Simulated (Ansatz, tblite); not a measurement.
# In(H2O)F3 (F₃H₂InO): a ladder of methods and basis sets, part 2 of 2

How do method and basis change the picture of In(H2O)F3 (F₃H₂InO) (singlet)?

Ansatz 0.2.0, Gaussian basis; as each input shows. Earlier steps stand in the parts before.

## 17. r2SCAN-D4/def2-TZVPD

in.yaml reads:

```yaml
crystal:
  periodic: [false, false, false]
  atoms:
    - {symbol: In, position_ang: [0.198456, -0.065891, -0.969696]}
    - {symbol: O, position_ang: [0.198785, 0.045475, 1.302913]}
    - {symbol: H, position_ang: [-0.420195, -0.666238, 1.533082]}
    - {symbol: H, position_ang: [-0.281919, 0.875231, 1.455699]}
    - {symbol: F, position_ang: [1.949741, -0.275227, -1.776070]}
    - {symbol: F, position_ang: [-0.661578, 1.690661, -0.852394]}
    - {symbol: F, position_ang: [-0.983280, -1.604011, -0.693524]}
basis:
  gaussian: {orbitals: def2-TZVPD, initial_orbitals: start.molden}
hamiltonian: {xc: r2scan, dispersion: d4}
scf: {omitted_lower_state_checks: [starts]}
output: {orbitals: {seedname: orbitals}}
```

Started as:

```bash
$ ansatz run in.yaml --threads 4 --pin off --events-out ev --progress --plain --max-ram 3916MiB
```

Standard output:

```text
Functional definition: r2SCAN
  name "r2SCAN"
  cite "Furness, Kaplan, Ning, Perdew & Sun, J. Phys. Chem. Lett. 11, 8208 (2020) doi:10.1021/acs.jpclett.0c02405"
  cite "Furness, Kaplan, Ning, Perdew & Sun, J. Phys. Chem. Lett. 11, 9248 (2020) doi:10.1021/acs.jpclett.0c03077"
  parent r2scan
  parameter k0 = 0.174
  parameter k1 = 0.065
  parameter a1 = 4.9479
  exchange = r2scan_x(k0 = k0, k1 = k1, a1 = a1)
  correlation = r2scan_c
these checks for a lower state are left out or cut short: starts
1308 factors; their error is unknown
mean field evaluation 1: about -15409.5205 eV, gradient 8.5e0 eV
mean field evaluation 2: about -15409.6833 eV, gradient 2.1e-1 eV
mean field evaluation 4: about -15409.6785 eV, gradient 4.7e-4 eV
mean field -15409.67850570 eV, -566.2952400293 hartree, gradient 1.8e-5 eV, S^2 0.000000; 0 other end points of the search recorded, 0 dependent functions left out
reference -15409.67852771 eV, -566.2952408381 hartree; 29, 29 occupied and 205, 205 virtual orbitals, 1308 factors
Total energy: -15409.70415872 eV, -566.2961827604 hartree
Checks for a lower state left out: starts
```

Run time: 4.1 s. Hardware: 4 threads of Arm Neoverse V2, shared host.

HOMO -9.06 eV, LUMO -3.26 eV.

## 18. CCSD(T)/def2-TZVPP

in.yaml, as its differences from that of step 17:

```diff
@@ -11,4 +11,4 @@
 basis:
-  gaussian: {orbitals: def2-TZVPD, initial_orbitals: start.molden}
-hamiltonian: {xc: r2scan, dispersion: d4}
+  gaussian: {orbitals: def2-TZVPP, initial_orbitals: start.molden}
+correlation: {method: ccsd_t}
 scf: {omitted_lower_state_checks: [starts]}
```

Launched as before.

Standard output, cut to the lines that bear on the results:

```text
Functional definition: HF
  name "HF"
  cite "Fock, Z. Phys. 61, 126 (1930) doi:10.1007/BF01340294"
  parent pbe
[...]
1467 factors; integrals over basis functions are off by at most 7.0e-4 eV
[...]
mean field -15342.78089339 eV, -563.8367981218 hartree, gradient 5.9e-6 eV, S^2 0.000000; 0 other end points of the search recorded, 0 dependent functions left out
8 core orbitals not correlated: weight in the atoms' cores, before any rotation towards them, 1.000 or more for the frozen orbitals, at most 0.000 for the correlated occupied ones
reference -15342.78089339 eV, -563.8367981218 hartree; 21, 21 occupied and 173, 173 virtual orbitals, 1467 factors
second order -35.22963719 eV of doubles, -0.00000000 eV of singles
cycle   1  -34.13879310 eV  change     1.1e0 eV  update   1.4e-1
[...]
cycle   9  -35.04281459 eV  change    2.0e-6 eV  update   4.0e-5
perturbative correction -1.04825416 eV, -0.0385226299 hartree
Total energy: -15378.87196214 eV, -565.1631204349 hartree
Checks for a lower state left out: starts
```

Run time: 2.4 min. Hardware: 4 threads of Arm Neoverse V2, shared host; peak memory 3.2 GiB.

Report: Hartree-Fock HOMO -15.65 eV, LUMO 0.93 eV; T1 0.016.

## 19. MP2/def2-TZVP

in.yaml, as its differences from that of step 18:

```diff
@@ -11,4 +11,4 @@
 basis:
-  gaussian: {orbitals: def2-TZVPP, initial_orbitals: start.molden}
-correlation: {method: ccsd_t}
+  gaussian: {orbitals: def2-TZVP, initial_orbitals: start.molden}
+correlation: {method: mp2}
 scf: {omitted_lower_state_checks: [starts]}
```

Launched as before.

Standard output:

```text
Functional definition: HF
  name "HF"
  cite "Fock, Z. Phys. 61, 126 (1930) doi:10.1007/BF01340294"
  parent pbe
  exchange = exact_x
  correlation = 0
these checks for a lower state are left out or cut short: starts
1410 factors; integrals over basis functions are off by at most 1.2e-3 eV
mean field evaluation 1: about -15341.4615 eV, gradient 3.0e1 eV
mean field evaluation 2: about -15342.5901 eV, gradient 1.4e0 eV
mean field evaluation 4: about -15342.7041 eV, gradient 2.0e-2 eV
mean field evaluation 8: about -15342.7041 eV, gradient 2.4e-6 eV
mean field -15342.70410045 eV, -563.8339760331 hartree, gradient 5.9e-6 eV, S^2 0.000000; 0 other end points of the search recorded, 0 dependent functions left out
8 core orbitals not correlated: weight in the atoms' cores, before any rotation towards them, 1.000 or more for the frozen orbitals, at most 0.000 for the correlated occupied ones
reference -15342.70410045 eV, -563.8339760331 hartree; 21, 21 occupied and 157, 157 virtual orbitals, 1410 factors
second order -35.05443620 eV of doubles, -0.00000000 eV of singles
Total energy: -15377.75853665 eV, -565.1222028026 hartree
Checks for a lower state left out: starts
```

It took 1.9 s on 4 threads of Arm Neoverse V2, shared host.

From the report: Hartree-Fock HOMO -15.65 eV, LUMO 0.94 eV.

## 20. RPA/def2-TZVP

in.yaml, as its differences from that of step 19:

```diff
@@ -12,4 +12,4 @@
   gaussian: {orbitals: def2-TZVP, initial_orbitals: start.molden}
-correlation: {method: mp2}
+hamiltonian: {xc: pbe}
+correlation: {method: rpa}
 scf: {omitted_lower_state_checks: [starts]}
-output: {orbitals: {seedname: orbitals}}
```

The command is unchanged.

Standard output:

```text
Functional definition: PBE
  name "PBE"
  cite "Perdew, Burke & Ernzerhof, Phys. Rev. Lett. 77, 3865 (1996) doi:10.1103/PhysRevLett.77.3865"
  parent pbe
  parameter kappa = 0.804
  parameter beta = 0.06672455060314922
  exchange = pbe_x(kappa = kappa, mu = beta*pi^2/3)
  correlation = pbe_c(beta = beta)
these checks for a lower state are left out or cut short: starts
1410 factors; integrals over basis functions are off by at most 1.2e-3 eV
mean field evaluation 1: about -15401.8874 eV, gradient 1.1e1 eV
mean field evaluation 2: about -15402.0738 eV, gradient 1.9e-1 eV
mean field evaluation 4: about -15402.0681 eV, gradient 3.4e-4 eV
mean field -15402.06811730 eV, -566.0155634142 hartree, gradient 6.4e-6 eV, S^2 0.000000; 0 other end points of the search recorded, 0 dependent functions left out
8 core orbitals not correlated: weight in the atoms' cores, before any rotation towards them, 1.000 or more for the frozen orbitals, at most 0.000 for the correlated occupied ones
reference -15340.33331579 eV, -563.7468513037 hartree; 21, 21 occupied and 157, 157 virtual orbitals, 1410 factors
Total energy: -15391.76187458 eV, -565.6368159798 hartree
Checks for a lower state left out: starts
```

Run time: 3.8 s. Hardware: 4 threads of Arm Neoverse V2, shared host.

## 21. Levels side by side

| level | functions | HOMO (eV) | LUMO (eV) | gap (eV) | time |
| --- | --- | --- | --- | --- | --- |
| LDA/def2-TZVP | 186 | -8.85 | -3.85 | 5.00 | 0.85 s |
| PBE-D4/def2-SVP | 92 | -8.07 | -3.11 | 4.95 | 0.65 s |
| PBE-D4/def2-TZVP | 186 | -8.55 | -3.44 | 5.11 | 1.4 s |
| PBE-D4/def2-TZVPD | 234 | -8.66 | -3.57 | 5.09 | 2.5 s |
| revPBE-D4/def2-TZVP | 186 | -8.44 | -3.28 | 5.17 | 1.4 s |
| r2SCAN-D4/def2-TZVP | 186 | -9.00 | -3.18 | 5.82 | 2.7 s |
| r2SCAN-D4/def2-TZVPD | 234 | -9.06 | -3.26 | 5.80 | 4.1 s |
| B97M-V/def2-TZVP | 186 | -9.10 | -3.31 | 5.79 | 5 s |
| PBE0-D4/def2-SVP | 92 | -10.17 | -2.22 | 7.95 | 0.95 s |
| PBE0-D4/def2-TZVP | 186 | -10.53 | -2.49 | 8.04 | 2.8 s |
| PBE0-D4/def2-TZVPD | 234 | -10.60 | -2.62 | 7.99 | 3 s |
| BHLYP-D4/def2-TZVP | 186 | -12.50 | -1.66 | 10.84 | 2 s |
| CAM-B3LYP-D4/def2-TZVP | 186 | -12.11 | -1.58 | 10.53 | 2.2 s |
| LC-ωPBE/def2-TZVP | 186 | -13.37 | -0.10 | 13.27 | 1.8 s |

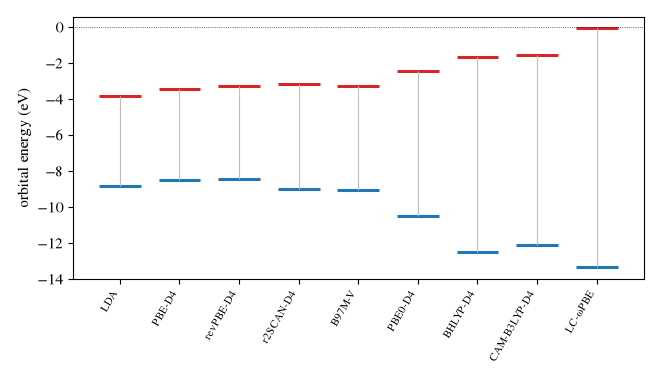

Highest filled (blue) and lowest empty (red) level in def2-TZVP.

The pieces so far (eV):

| basis | HF | MP2 correlation | CCSD correlation | (T) | total |
| --- | --- | --- | --- | --- | --- |
| def2-TZVPP | -15342.7809 | -35.2296 | -35.0428 | -1.0483 | -15378.8720 |
| def2-TZVP | -15342.7041 | -35.0544 |  |  | -15377.7585 (MP2) |

## 22. Binding energy

Free atoms were run apart at each level; binding is atoms less cluster, divided by the number of atoms, without zero-point or spin-orbit terms.

Differences are taken before rounding.

| method | binding an atom (eV) | from CCSD(T)/def2-TZVPP (eV) | time |
| --- | --- | --- | --- |
| HF/def2-TZVP | 2.229 | -1.073 |  |
| HF/def2-TZVPP | 2.240 | -1.062 |  |
| LDA/def2-TZVP | 3.986 | +0.685 | 0.85 s |
| PBE-D4/def2-SVP | 3.427 | +0.125 | 0.65 s |
| PBE-D4/def2-TZVP | 3.444 | +0.142 | 1.4 s |
| PBE-D4/def2-TZVPD | 3.445 | +0.144 | 2.5 s |
| revPBE-D4/def2-TZVP | 3.308 | +0.006 | 1.4 s |
| r2SCAN-D4/def2-TZVP | 3.377 | +0.076 | 2.7 s |
| r2SCAN-D4/def2-TZVPD | 3.383 | +0.081 | 4.1 s |
| B97M-V/def2-TZVP | 3.363 | +0.062 | 5 s |
| PBE0-D4/def2-SVP | 3.257 | -0.045 | 0.95 s |
| PBE0-D4/def2-TZVP | 3.289 | -0.013 | 2.8 s |
| PBE0-D4/def2-TZVPD | 3.294 | -0.008 | 3 s |
| BHLYP-D4/def2-TZVP | 3.119 | -0.182 | 2 s |
| CAM-B3LYP-D4/def2-TZVP | 3.375 | +0.073 | 2.2 s |
| LC-ωPBE/def2-TZVP | 3.398 | +0.096 | 1.8 s |
| MP2/def2-TZVP | 3.413 | +0.112 | 1.9 s |
| CCSD/def2-TZVPP | 3.227 | -0.074 |  |
| CCSD(T)/def2-TZVPP | 3.302 | 0 | 2.4 min |

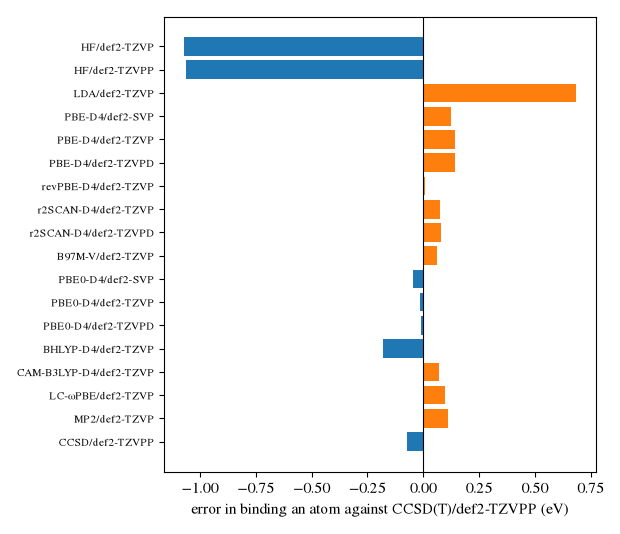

Deviations from CCSD(T)/def2-TZVPP, method by method.

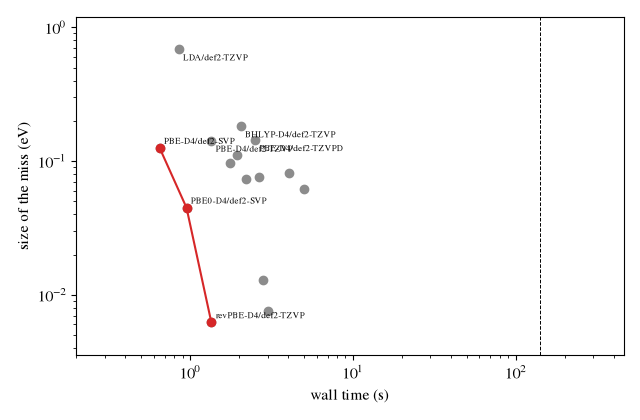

Miss against cost. Red marks the levels that no quicker level drawn beats (of those quicker than the yardstick), and the dashed line is the time of CCSD(T)/def2-TZVPP. Only those levels and the largest misses are named. Times are from a shared host.

## 23. Outcome

The summary covers parts 1 to 2.

| quantity | value |
| --- | --- |
| gap in def2-TZVP, named functionals, smallest and largest | 5.00 eV (LDA), 13.27 eV (LC-ωPBE) |
| correlation energy, CCSD(T)/def2-TZVPP | -36.09 eV |
| correlation energy, MP2/def2-TZVP | -35.05 eV |
| binding an atom, CCSD(T)/def2-TZVPP | 3.302 eV |
| PBE0 total energy, smallest basis above largest | 13.44 eV (def2-SVP, def2-TZVPD) |

**Reading.** Orbital gaps of the named functionals in def2-TZVP span 5.00 eV (LDA) to 13.27 eV (LC-ωPBE); exact exchange widens it. The functionals in def2-TZVP miss CCSD(T)/def2-TZVPP by -0.182 (BHLYP-D4) to +0.685 eV (LDA) an atom. CCSD(T)/def2-TZVPP isn't at the basis-set limit; small misses against it rank nothing.

revPBE-D4/def2-TZVP reaches 0.006 eV from the reference in 1.4 s, where CCSD(T)/def2-TZVPP took 2.4 min; the quickest level in the cost chart, PBE-D4/def2-SVP, takes 0.65 s and misses by 0.125 eV. The slowest run with a step of its own, CCSD(T)/def2-TZVPP, took 2.4 min; the quickest functional in def2-TZVP took 0.85 s (shared host).
